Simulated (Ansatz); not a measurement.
```cif
data_structure
_symmetry_space_group_name_H-M 'P 1'
_symmetry_Int_Tables_number 1
_cell_length_a 3.7668
_cell_length_b 3.7668
_cell_length_c 13.9846
_cell_angle_alpha 90.000
_cell_angle_beta 90.000
_cell_angle_gamma 120.000
_cell_volume 171.84
loop_
_atom_site_label
_atom_site_type_symbol
_atom_site_fract_x
_atom_site_fract_y
_atom_site_fract_z
_atom_site_occupancy
Pr1 Pr 0.33333 0.66667 0.82255 1
Pr2 Pr 0.33333 0.66667 0.39011 1
Pr3 Pr 0.66667 0.33333 0.17745 1
Pr4 Pr 0.66667 0.33333 0.60989 1
Hg1 Hg 0.00000 0.00000 0.00000 1
```

Space group P-3m1; a generated structure, not necessarily the stable one; computed without spin polarisation; no Hubbard U on the f states and no spin–orbit coupling.

All numbers below come from DFT PBE, scalar-relativistic, plane waves, PAW; 4f electrons in the core of a trivalent norm-conserving potential (Ansatz).

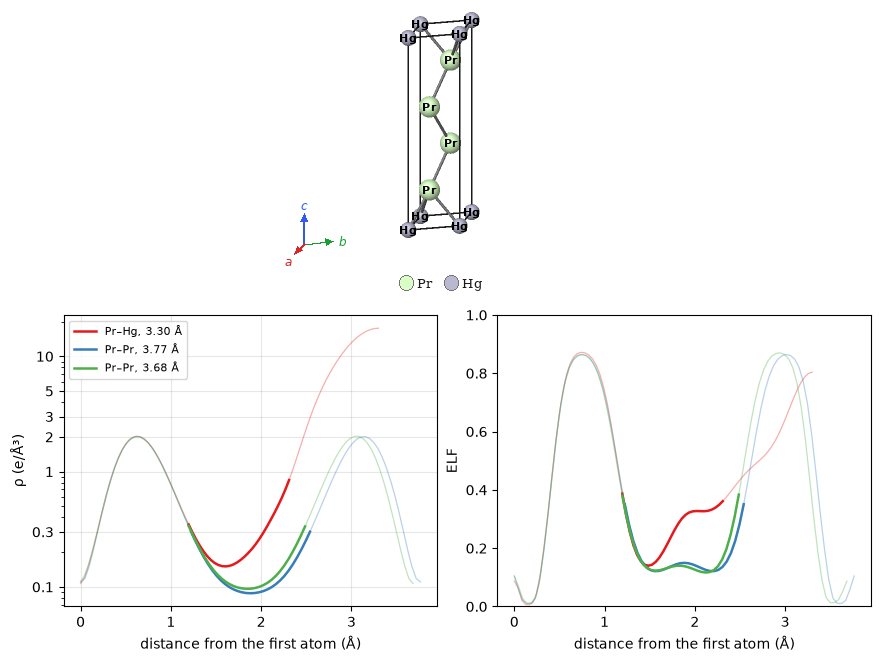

Pr$_{4}$Hg. Valence charge density (pseudo) and ELF along straight lines between neighbouring atoms. Thin, pale parts lie inside the atomic spheres. The structure is drawn too.

Core electrons are replaced by pseudopotentials, and the valence fields are smoothed inside the atomic spheres.

**What can be read from the curves?**

Pr–Hg (3.30 Å): the density is about 0.15 e/Å³ at the midpoint; the ELF is about 0.20 at the midpoint; no shared electron pair shows on this line.
Pr–Pr (3.77 Å): ρ is about 0.09 e/Å³ halfway; the ELF is about 0.15 at the midpoint (no localised pair shows between them).
Pr–Pr (3.68 Å): the density is about 0.1 e/Å³ at the midpoint; the ELF is about 0.15 at the midpoint; no localised pair shows between them.
